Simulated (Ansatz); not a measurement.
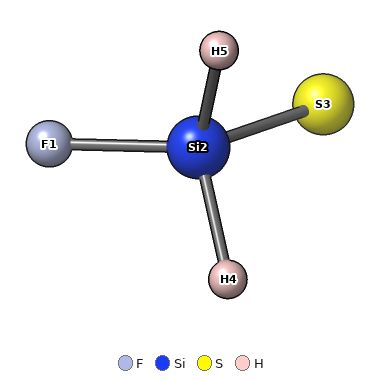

The system is FH₂SSi, SMILES F[SiH2][S], spin multiplicity 2; the picture shows the reference structure. First axis: bond length F1–Si2. Second axis: angle S3–Si2–F1. Nothing is relaxed (all other coordinates rigid). The grid has 13 × 13 points. Points are written as (first, second). All energies are given in kcal/mol relative to the relaxed molecule at the same level. Level of theory: Ansatz, UKS PBE-D4/def2-TZVP.

Its coordinates:

```yaml
atoms:
  - { symbol: F, position_ang: [-0.3214, -0.0293, 1.6083] }
  - { symbol: Si, position_ang: [0.0771, -0.0743, 0.0441] }
  - { symbol: S, position_ang: [-1.1480, 1.0638, -1.2253] }
  - { symbol: H, position_ang: [-0.0242, -1.4997, -0.3958] }
  - { symbol: H, position_ang: [1.4664, 0.4659, -0.0726] }
```

Range: bond length F1–Si2 from 1.389 to 2.261 Å; angle S3–Si2–F1 from 80.3 to 150.3°.

What will the energy surface look like?

Answer. The lowest grid point is at (1.607 Å, 115.3°), 0.022 kcal/mol from the relaxed molecule at the same level. No other kind of well shows on this grid. The highest grid point, (2.261 Å, 150.3°), lies 69.3 kcal/mol above the lowest. Round the minimum the two coordinates are weakly coupled (coupling 0.07 in units of the two stiffnesses).

| angle S3–Si2–F1 ↓, bond length F1–Si2 → | 1.389 | 1.461 | 1.534 | 1.607 | 1.679 | 1.752 | 1.825 | 1.897 | 1.970 | 2.043 | 2.115 | 2.188 | 2.261 |
| --- | --- | --- | --- | --- | --- | --- | --- | --- | --- | --- | --- | --- | --- |
| 150.3 | 44.8 | 28.0 | 19.8 | 17.4 | 18.9 | 22.9 | 28.4 | 34.8 | 41.7 | 48.8 | 55.8 | 62.7 | 69.4 |
| 144.4 | 39.7 | 22.9 | 14.6 | 12.2 | 13.7 | 17.8 | 23.4 | 29.9 | 36.9 | 44.1 | 51.2 | 58.2 | 64.9 |
| 138.6 | 35.5 | 18.6 | 10.3 | 8.0 | 9.5 | 13.6 | 19.2 | 25.8 | 32.8 | 40.1 | 47.2 | 54.3 | 61.2 |
| 132.8 | 32.2 | 15.3 | 7.0 | 4.6 | 6.1 | 10.2 | 15.9 | 22.4 | 29.5 | 36.8 | 44.0 | 51.1 | 58.0 |
| 126.9 | 30.0 | 12.9 | 4.5 | 2.1 | 3.5 | 7.6 | 13.2 | 19.8 | 26.9 | 34.2 | 41.4 | 48.5 | 55.5 |
| 121.1 | 28.7 | 11.6 | 3.1 | 0.5 | 1.9 | 5.9 | 11.5 | 18.0 | 25.1 | 32.4 | 39.6 | 46.7 | 53.6 |
| 115.3 | 28.7 | 11.4 | 2.7 | 0.0 | 1.3 | 5.2 | 10.7 | 17.1 | 24.1 | 31.3 | 38.5 | 45.6 | 52.5 |
| 109.4 | 29.9 | 12.4 | 3.5 | 0.6 | 1.7 | 5.4 | 10.8 | 17.1 | 24.0 | 31.1 | 38.2 | 45.2 | 52.1 |
| 103.6 | 32.5 | 14.7 | 5.5 | 2.4 | 3.3 | 6.8 | 12.0 | 18.1 | 24.8 | 31.8 | 38.7 | 45.6 | 52.4 |
| 97.8 | 36.7 | 18.6 | 9.1 | 5.7 | 6.2 | 9.4 | 14.3 | 20.2 | 26.7 | 33.5 | 40.2 | 46.8 | 53.2 |
| 91.9 | 40.8 | 22.3 | 12.4 | 8.6 | 8.9 | 11.8 | 16.4 | 22.1 | 28.4 | 34.9 | 41.3 | 47.6 | 53.7 |
| 86.1 | 45.6 | 26.5 | 16.1 | 11.7 | 11.5 | 13.9 | 18.1 | 23.3 | 29.2 | 35.3 | 41.4 | 47.5 | 53.4 |
| 80.3 | 52.5 | 32.7 | 21.5 | 16.4 | 15.5 | 17.3 | 20.8 | 25.5 | 30.8 | 36.5 | 42.1 | 47.8 | 53.3 |

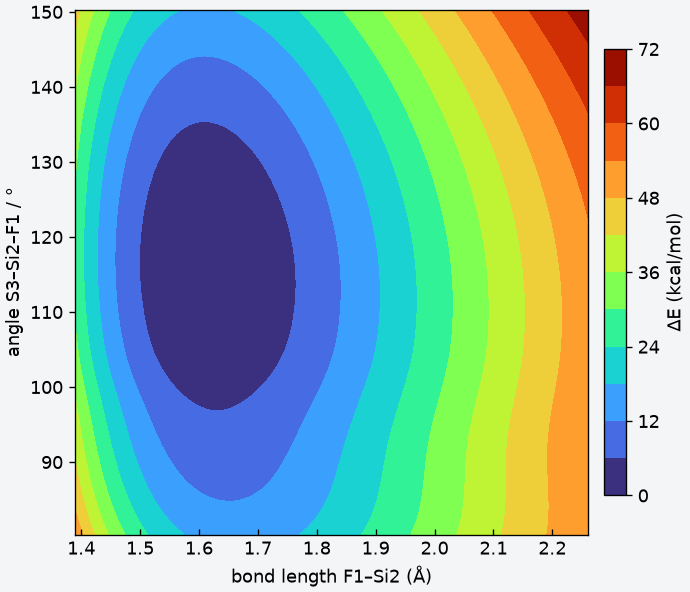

In the figure: filled contours. Between grid points the surface is interpolated.

The whole map (169 points run) took 13 min on 1 thread of Intel(R) Xeon(R) 6975P-C (Granite Rapids), on a shared host.
